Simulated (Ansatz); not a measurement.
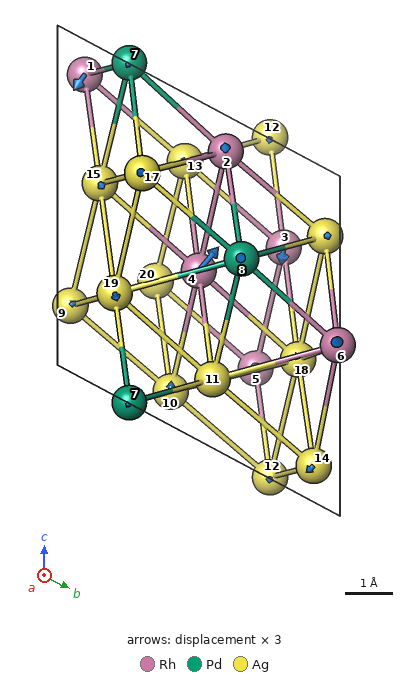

This is a relaxation of a crystal of Ag6PdRh3 (a generated structure, set up in P1) (coarse preliminary run). The starting structure is drawn; blue arrows show the displacements (the part carried along by the change of the cell is left out), 3 times their true length.

A ball-and-stick model of the cell of the calculation (origin shifted), seen along the a axis.

Case: elements placed on the fcc lattice with unlike neighbours.

All numbers below come from Ansatz 0.2.0, DFT PBE, scalar-relativistic, plane waves, PAW. Settings: plane-wave cutoff 420 eV; k-point mesh 2 × 2 × 2; occupations gaussian; smearing width 0.1 eV; mesh shifted by (0.5, 0.5, 0.5); no spin polarisation; cell and atoms relaxed; force threshold 0.04 eV/Å; at most 50 steps.

**Atoms of which element are displaced furthest, and by how much?**

Rhodium: up to 0.24 Å, against 0.09 Å for palladium.

**Describe the change and its energy.**

A Rh atom moves most relative to the cell: 0.24 Å roughly along [1 2 3]. By element the largest moves are Rh 0.24 Å, Pd 0.09 Å, Ag 0.08 Å. The volume changes by −0.3 %, with a 7.547 → 7.512 Å (−0.5 %), b 7.547 → 7.532 Å (−0.2 %), c 7.547 → 7.524 Å (−0.3 %), α 106.6° → 108.4°, β 106.6° → 108.6°, γ 115.4° → 111.4°. Some distances before and after: Rh–Rh 2.827 → 2.570 Å, Rh–Rh 2.852 → 2.626 Å, Rh–Rh 2.885 → 2.660 Å, Ag–Rh 2.817 → 3.020 Å. The space group stays P1 (No. 1). The energy falls by 29.4 meV per atom in 4 accepted moves (5 points after the start). The largest force component goes from 0.86 to 0.023 eV/Å. The pressure goes from −1.00 to 0.04 GPa. At 1 point the geometry stayed and the basis and grid were re-selected for the new cell (energy shift of less than 0.05 meV per atom at most each time). The run took 53 s on 4 threads of Intel(R) Xeon(R) Platinum 8375C CPU @ 2.90GHz (Ice Lake) (shared host), peak memory 1.7 GiB.

Limits of the set-up: the k-point mesh is coarse for a cell with partly filled bands.
